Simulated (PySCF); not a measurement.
# C6H9FSSi (SMILES CC#C/C(C)=C(\F)[SiH2]S): what the fields show

Input

```
{"job": {"kind": "nmr", "xc": "PBE0", "basis": "pcSseg-1"}, "charge": 0, "multiplicity": 1}
C     -3.882161    -0.180701    -0.726994
C     -2.462443    -0.044362    -0.510060
C     -1.278798     0.078928    -0.328632
C      0.114323     0.196927    -0.125265
C      0.630034     1.570154     0.169958
C      0.919393    -0.874236    -0.201844
F      0.345901    -2.088206    -0.466777
Si     2.786040    -1.014931     0.026660
S      3.810763     0.258752    -1.383774
H     -4.359732    -0.556157     0.178187
H     -4.066781    -0.884412    -1.538441
H     -4.319125     0.784073    -0.984245
H      0.168411     1.949268     1.081148
H      1.709610     1.568273     0.292206
H      0.364469     2.246846    -0.641714
H      3.238727    -0.509036     1.314510
H      3.155666    -2.397252    -0.242055
H      3.116944    -0.097608    -2.454044
```

Launched as:

```sh
OMP_NUM_THREADS=1 python probes_run.py task.json out
```

Geometry: GFN2-xTB.

The calculation used PBE0/pcSseg-1, SCF density, gas phase, non-relativistic in PySCF 2.14.0.

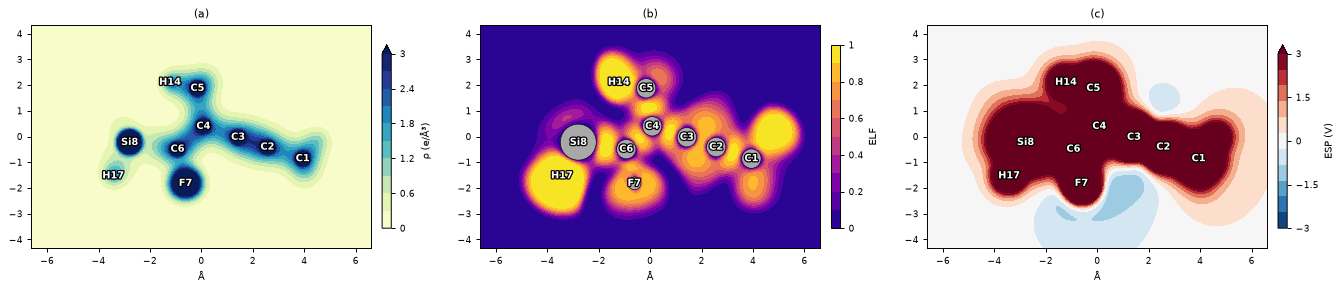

Figure 1. (a) electron density; (b) electron localisation function; (c) molecular electrostatic potential on the plane of atoms C5, C4 and C6. Grey discs cover the atomic cores in the ELF map.

Q: Read the bonding off the picture.

A: The section cuts through C, F, Si and H sites. C–C (1.20 Å): ρ is about 2.7 e/Å³ halfway; the ELF peaks at about 0.85 between the atoms; a multiple bond. C–F (1.37 Å): the density is about 2.1 e/Å³ at the midpoint, with its minimum of 1.7 e/Å³ about 0.5 Å from C; the ELF peaks at about 0.85 between the atoms, as expected for a polar covalent bond. C–Si (1.89 Å): the density is about 0.95 e/Å³ at the midpoint; the ELF peaks at about 1 between the atoms (a covalent bond). C–H (1.09 Å): the density is about 2 e/Å³ at the midpoint; the ELF climbs to about 1 towards the hydrogen, as it does in any bond to H; a covalent bond by its length. C–C (1.34 Å): ρ is about 2.3 e/Å³ halfway; the ELF peaks at about 0.95 between the atoms: a multiple bond. The ELF also peaks beside F7, away from the bonds: lone-pair regions. Outside the dense part of the molecule the potential is most negative (−1.3 V) near F7.

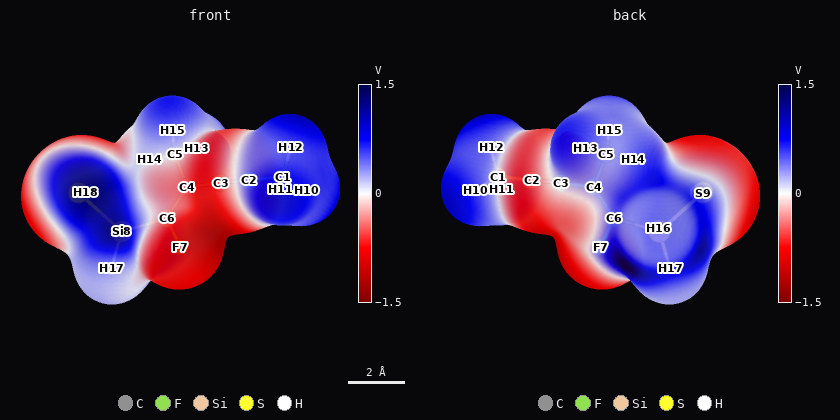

Figure 2. The electrostatic potential painted on the density surface at 0.002 e/bohr³, seen from the front and from behind; red is negative and blue positive.

Q: Describe the electrostatic potential map.

A: The most negative region (about −1.2 V, or −28 kcal/mol for a unit charge) lies over C3 and F7, the most positive (about +1.4 V, or +32 kcal/mol for a unit charge) over Si8 and H18.

Q: How polar is the molecule by this calculation?

A: Its dipole moment is 2.04 D.
